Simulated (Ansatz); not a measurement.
## Run report: SiHOF₃, single-point calculation

SiHOF₃, computed with RKS CAM-B3LYP-D4/def2-TZVPP (Ansatz 0.2.0).

The geometry comes from this level: PBE0-D4/def2-TZVP.

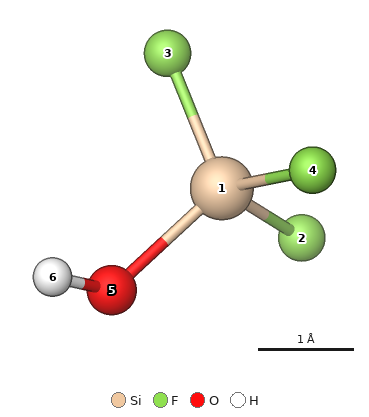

*The structure (ball-and-stick view, seen at a tilt; atoms are numbered from 1 in the order of the input).*

Bond lengths as drawn: F–Si 1.56 to 1.57 Å, H–O 0.96 Å and O–Si 1.60 Å.

Summary:

| quantity | value |
| --- | --- |
| outcome | converged |
| total energy | −18101.8408 eV |
| mean-field energy | −18101.7529 eV |
| dispersion energy | −0.0880 eV |
| SCF solution under orbital rotations | stable |
| hardware | 4 threads of Arm Neoverse V1, 23 GiB of memory available, shared host |
| wall time | 1.7 s (CPU time 5.8 s) |
| peak memory | 0.48 GiB |

Input:
```yaml
crystal:
  periodic: [false, false, false]
  atoms:
    - {symbol: Si, position_ang: [-0.211155, 0.911334, -0.080741]}
    - {symbol: F, position_ang: [-0.837010, 0.483561, -1.449835]}
    - {symbol: F, position_ang: [-1.121134, 0.371726, 1.082044]}
    - {symbol: F, position_ang: [-0.232464, 2.480208, 0.017891]}
    - {symbol: O, position_ang: [1.276886, 0.314979, -0.019917]}
    - {symbol: H, position_ang: [1.831210, 0.472943, 0.744767]}
basis:
  gaussian: {orbitals: def2-TZVPP}
hamiltonian: {xc: {name: CAM-B3LYP}, dispersion: d4}
```

Command:
```bash
ansatz run in.yaml --threads 4 --pin off --events-out ev --progress --plain --max-ram 9574MiB
```

The program's output:
```
Functional definition: CAM-B3LYP
  name "CAM-B3LYP"
  cite "Yanai, Tew & Handy, Chem. Phys. Lett. 393, 51 (2004) doi:10.1016/j.cplett.2004.06.011"
  cite "Iikura, Tsuneda, Yanai & Hirao, J. Chem. Phys. 115, 3540 (2001) doi:10.1063/1.1383587"
  cite "Becke, Phys. Rev. A 38, 3098 (1988) doi:10.1103/PhysRevA.38.3098"
  cite "Lee, Yang & Parr, Phys. Rev. B 37, 785 (1988) doi:10.1103/PhysRevB.37.785"
  cite "Vosko, Wilk & Nusair, Can. J. Phys. 58, 1200 (1980) doi:10.1139/p80-159"
  parameter alpha = 0.19
  parameter beta = 0.46
  parameter omega = 0.33/bohr
  parameter ac = 0.81
  # Exact exchange under (alpha + beta erf(omega r))/r, Becke's under what is left of 1/r.
  exchange = (1 - alpha - beta)*b88_x + beta*b88_x_sr(omega) + alpha*exact_x + beta*exact_x_lr(omega)
  correlation = (1 - ac)*vwn5_c + ac*lyp_c
969 factors; their error is unknown
195 factors; integrals over basis functions are off by at most 8.4e-6 eV
mean field evaluation 1: about -18095.1087 eV, gradient 6.9e1 eV
mean field evaluation 2: about -18091.7741 eV, gradient 8.6e1 eV
mean field evaluation 4: about -18101.7082 eV, gradient 2.2e0 eV
mean field evaluation 8: about -18101.7165 eV, gradient 6.4e-2 eV
mean field -18101.75275888 eV, -665.2271440800 hartree, gradient 6.4e-5 eV, S^2 0.000000; 0 other end points of the search recorded, 0 dependent functions left out
reference -18101.75285195 eV, -665.2271475005 hartree; 25, 25 occupied and 155, 155 virtual orbitals, 969 factors
Total energy: -18101.84081446 eV, -665.2303800629 hartree
```
